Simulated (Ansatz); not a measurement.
**NO2 (nitrogen dioxide): U-wB97X/STO-3G**

Aim: the energy change on altering one bond length of NO2 (nitrogen dioxide) at U-wB97X/STO-3G, from 2 runs. 

The calculation is run with Ansatz 0.2.0.

45 further runs of the same task are left out: 11 that didn't finish, 34 set aside as unsound or not needed.

## 1. The structure to begin with

The species is NO2 (3 atoms), meant as a doublet with charge 0. As SMILES, `[O]N=O`. The shape is that of a PBE0-D4/def2-TZVP optimisation.

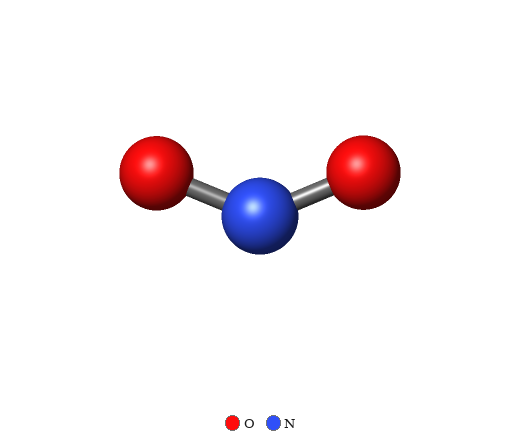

The structure, seen from a chosen angle (oxygen red, nitrogen blue).

## 2. The energy at U-wB97X/STO-3G

Input file job.yaml:

```yaml
crystal:
  periodic: [false, false, false]
  atoms:
    - {symbol: O, position_ang: [0.209760, -1.082190, 0.000620]}
    - {symbol: N, position_ang: [-0.265470, -0.009110, -0.145890]}
    - {symbol: O, position_ang: [0.055690, 1.091300, 0.145270]}
basis:
  gaussian:
    orbitals: STO-3G
hamiltonian:
  xc: {name: wB97X}
total_charge: 0
magnetization:
  spin_polarized: true
  initial_magnetization: 1
accuracy: high
```

Launch:

```
$ ansatz run job.yaml --threads 1 --pin off --max-ram 3480MiB --events-out events.jsonl --progress --plain --runs-dir runs
```

What it wrote:

```text
Warning: RAYON_NUM_THREADS=1 ignored (pool sized by the plan → 1); use --threads N
Functional definition: wB97X
  name "wB97X"
  parameter omega = 0.3/bohr
  parameter cx = 0.157706
  parameter cx1 = 0.726479
  parameter cx2 = 1.04760
  parameter cx3 = -5.70635
  parameter cx4 = 13.2794
  parameter css1 = -4.33879
  parameter css2 = 18.2308
  parameter css3 = -31.7430
  parameter css4 = 17.2901
  parameter cos1 = 2.37031
  parameter cos2 = -11.3995
  parameter cos3 = 6.58405
  parameter cos4 = -3.78132
  exchange = spin_sum(e_x_unif_sr(omega)*poly(b97_u_x, 1 - cx, cx1, cx2, cx3, cx4)) + cx*exact_x_sr(omega)
      + exact_x_lr(omega)
  correlation = spin_sum(e_c_pw_same_spin*poly(b97_u_same, 1, css1, css2, css3, css4))
      + integral(e_c_pw_opposite_spin*poly(b97_u_opposite, 1, cos1, cos2, cos3, cos4))
252 factors; integrals over basis functions are off by at most 4.3e-8 eV
111 factors; integrals over basis functions are off by at most 6.2e-10 eV
mean field evaluation 1: about -5499.8773 eV, gradient 2.3e1 eV
mean field evaluation 2: about -5500.7803 eV, gradient 2.0e1 eV
mean field evaluation 4: about -5502.6709 eV, gradient 9.6e-2 eV
mean field evaluation 8: about -5502.6602 eV, gradient 1.9e-3 eV
mean field evaluation 16: about -5502.6602 eV, gradient 1.2e-6 eV
mean field -5502.66023286 eV, -202.2190337205 hartree, gradient 4.6e-8 eV, S^2 0.752207; 0 other end points of the search recorded, 0 dependent functions left out
reference -5502.66023230 eV, -202.2190337001 hartree; 12, 11 occupied and 3, 4 virtual orbitals, 252 factors
Total energy: -5502.66023230 eV, -202.2190337001 hartree
```

It took 5.7 s on 1 thread of Arm Neoverse V1, shared host; peak memory 0.28 GiB.

## 3. The distorted shape at the same level

Input file in.yaml:

```yaml
crystal:
  periodic: [false, false, false]
  atoms:
    - symbol: O
      position_ang: [0.129469, -1.357296, -0.072171]
    - symbol: "N"
      position_ang: [-0.345761, -0.284216, -0.218681]
    - symbol: O
      position_ang: [0.055690, 1.091300, 0.145270]
basis:
  gaussian: {orbitals: STO-3G}
magnetization: {spin_polarized: true, initial_magnetization: 1}
hamiltonian: {xc: {name: wB97X}}
accuracy: high
```

Launch:

```
$ ansatz run in.yaml --threads 1 --pin off --max-ram 3480MiB --events-out events.jsonl --progress --plain --runs-dir runs
```

What it wrote, shortened:

```text
Warning: RAYON_NUM_THREADS=1 ignored (pool sized by the plan → 1); use --threads N
[... 2 set-up lines as earlier in the session ...]
[...]
      + exact_x_lr(omega)
[...]
      + integral(e_c_pw_opposite_spin*poly(b97_u_opposite, 1, cos1, cos2, cos3, cos4))
250 factors; integrals over basis functions are off by at most 4.8e-8 eV
114 factors; integrals over basis functions are off by at most 5.8e-10 eV
[...]
mean field -5502.56562512 eV, -202.2155569501 hartree, gradient 4.6e-8 eV, S^2 0.774251; 5 other end points of the search recorded, 0 dependent functions left out
reference -5502.56562454 eV, -202.2155569290 hartree; 12, 11 occupied and 3, 4 virtual orbitals, 250 factors
Total energy: -5502.56562454 eV, -202.2155569290 hartree
```

It took 8.1 s on 1 thread of Arm Neoverse V1, shared host; peak memory 0.28 GiB.

## 4. What came out

Level: U-wB97X/STO-3G.

| quantity | value |
| --- | --- |
| first shape: total energy | -202.21903 Eh |
| first shape: ⟨S²⟩ | 0.752 |
| distorted shape: total energy | -202.21556 Eh |
| distorted shape: ⟨S²⟩ | 0.774 |
| energy change with the N2–O3 bond stretched from 1.183 to 1.478 Å | 0.095 eV |

**Reading.** With the N2–O3 bond stretched from 1.183 to 1.478 Å the energy rises by 0.09 eV (9.1 kJ/mol). The first shape isn't relaxed at this level, so the change isn't measured from a minimum. The minimal basis adds a large error of its own.
